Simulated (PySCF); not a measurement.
**C3H10O2Si2: density, localisation and related maps**

```yaml
atoms:
  - { symbol: C, position_ang: [3.0998, -0.7005, 0.6527] }
  - { symbol: O, position_ang: [1.7466, -0.5304, 0.9845] }
  - { symbol: C, position_ang: [1.0269, 0.2332, 0.0371] }
  - { symbol: Si, position_ang: [-0.7140, 0.3720, 0.8081] }
  - { symbol: C, position_ang: [-2.0045, 1.3328, -0.2777] }
  - { symbol: O, position_ang: [-3.0336, 0.3359, -0.3624] }
  - { symbol: Si, position_ang: [-2.5002, -1.0520, 0.3581] }
  - { symbol: H, position_ang: [3.6154, 0.2663, 0.5881] }
  - { symbol: H, position_ang: [3.5460, -1.2992, 1.4444] }
  - { symbol: H, position_ang: [3.2103, -1.2210, -0.3071] }
  - { symbol: H, position_ang: [1.0368, -0.2664, -0.9415] }
  - { symbol: H, position_ang: [1.5055, 1.2138, -0.0981] }
  - { symbol: H, position_ang: [-0.5420, 1.0539, 2.1017] }
  - { symbol: H, position_ang: [-2.4378, 2.2248, 0.1769] }
  - { symbol: H, position_ang: [-1.6997, 1.5950, -1.2940] }
  - { symbol: H, position_ang: [-2.4186, -2.1221, -0.6422] }
  - { symbol: H, position_ang: [-3.4441, -1.4241, 1.4109] }
```

Geometry: GFN2-xTB.

All numbers below come from wB97X-D/def2-SVPD, SCF density, gas phase (PySCF 2.14.0).

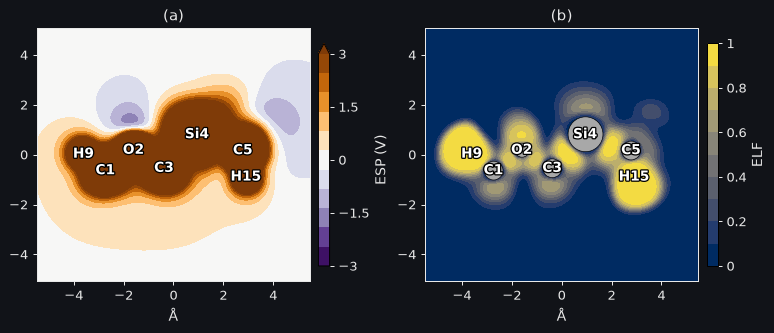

Figure 1. (a) electrostatic potential; (b) electron localisation function on the plane of atoms C1, O2 and C3. Grey discs cover the atomic cores in the ELF map.

### Interpret the plot.

- Atoms in the plane: C, O, Si and H.
- C–O (1.40 Å): the ELF peaks at about 0.90 between the atoms (a shared but strongly polarised pair).
- C–Si (1.91 Å): the ELF peaks at about 1 between the atoms; localised, covalent bonding.
- C–H (1.09 Å): the ELF climbs to about 1 towards the hydrogen, as it does in any bond to H; a covalent bond by its length.
- The ELF also peaks beside O2, away from the bonds: lone-pair regions.
- Outside the dense part of the molecule the potential is most negative (−1.6 V) near O2.

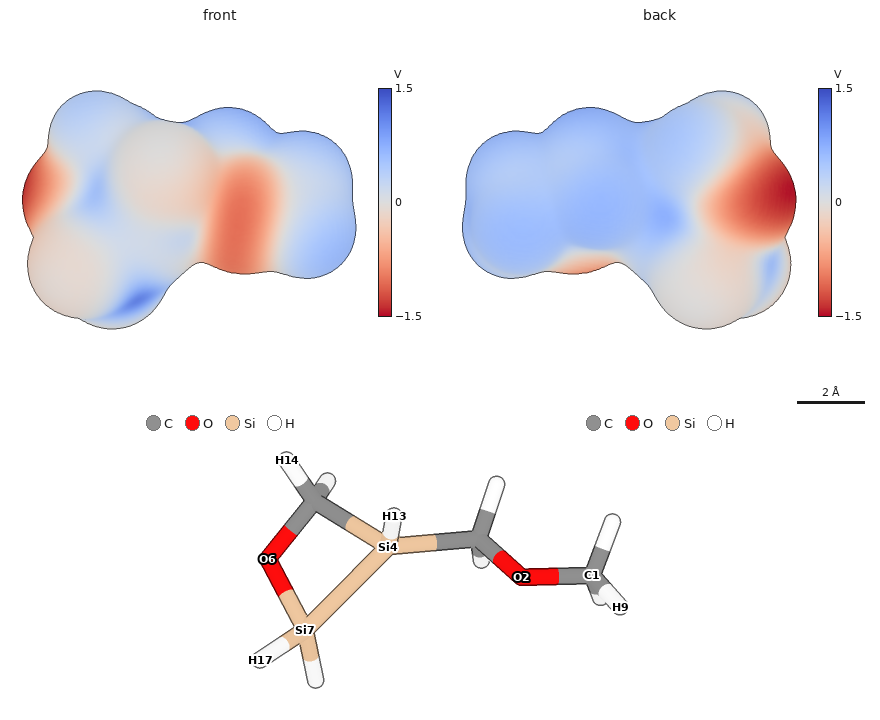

Figure 2. The electrostatic potential painted on the density surface at 0.001 e/bohr³, seen from the front and from behind; red is negative and blue positive. The bare structure is drawn below in the same view.

### Which sites attract a positive test charge, and which a negative one?

A positive charge is drawn to the negative regions and a negative charge to the positive ones. The most negative region (about −1.4 V) lies over O6, the most positive (about +0.9 V) over Si7. O6 is the likeliest acceptor of a hydrogen bond.

### How polar is the molecule by this calculation?

Its dipole moment is 2.60 D.
